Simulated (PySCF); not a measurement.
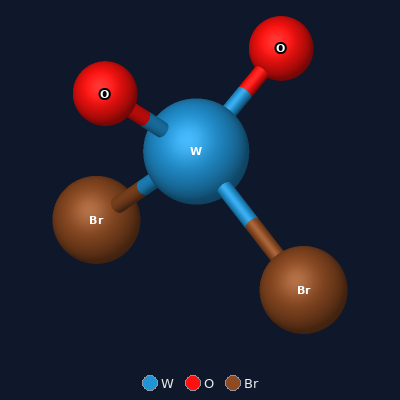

Geometry used (WO₂Br₂, SMILES [O]=[W](=[O])([Br])[Br], singlet).

Vertical TDDFT excitations, CAM-B3LYP/def2-SVPD with PySCF, at a PBE0-D3(BJ)/def2-SVP geometry (no frequency check), gas phase.

### Predict the low-lying singlet excitations and the spectrum.

The lowest singlet lies at 4.60 eV (269 nm, f = 0.000) (S2 lies within 0.06 eV, too close to order); the brightest of the first 10 is S3 at 4.85 eV (256 nm), f = 0.047, mainly HOMO → LUMO (74 %). No singlet lies below 3.1 eV (beyond 400 nm), so at this level no vertical transition falls in the visible.


| state | E (eV) | λ (nm) | f | main character |
| --- | --- | --- | --- | --- |
| S1 | 4.60 | 269 | 0.000 | HOMO−1 → LUMO (99 %) |
| S2 | 4.66 | 266 | 0.003 | HOMO−2 → LUMO (77 %) |
| S3 | 4.85 | 256 | 0.047 | HOMO → LUMO (74 %) |
| S4 | 5.05 | 246 | 0.000 | HOMO−4 → LUMO (78 %) |
| S5 | 5.14 | 241 | 0.027 | HOMO−4 → LUMO+1 (56 %) |
| S6 | 5.27 | 235 | 0.004 | HOMO−3 → LUMO (80 %) |
| S7 | 5.57 | 223 | 0.000 | HOMO−2 → LUMO+2 (53 %) |
| S8/S9 | 5.68 | 218 | 0.020 | HOMO−5/HOMO → LUMO/LUMO+1 |
| S10 | 5.83 | 213 | 0.004 | HOMO → LUMO+2 (52 %) |

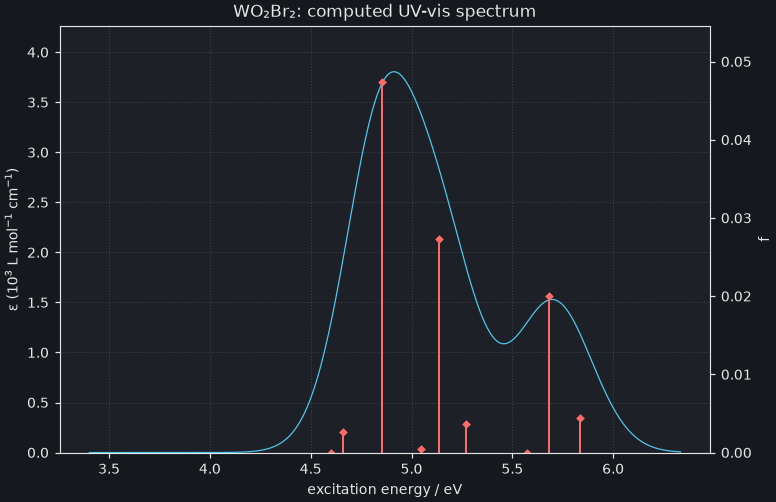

The lowest 10 singlet states are shown; each is broadened by a Gaussian of 1/e half-width 0.25 eV. Sticks give oscillator strengths (right axis). States within 0.01 eV of each other are merged, with their strengths summed. The highest state may be half of a pair whose partner wasn't computed.

Known limits of this run: effective core potentials, which hold scalar relativity, on atoms heavier than Kr; spin-orbit coupling is left out, and with Br and W it can shift these levels and split any degenerate set; core orbitals are frozen in the response.
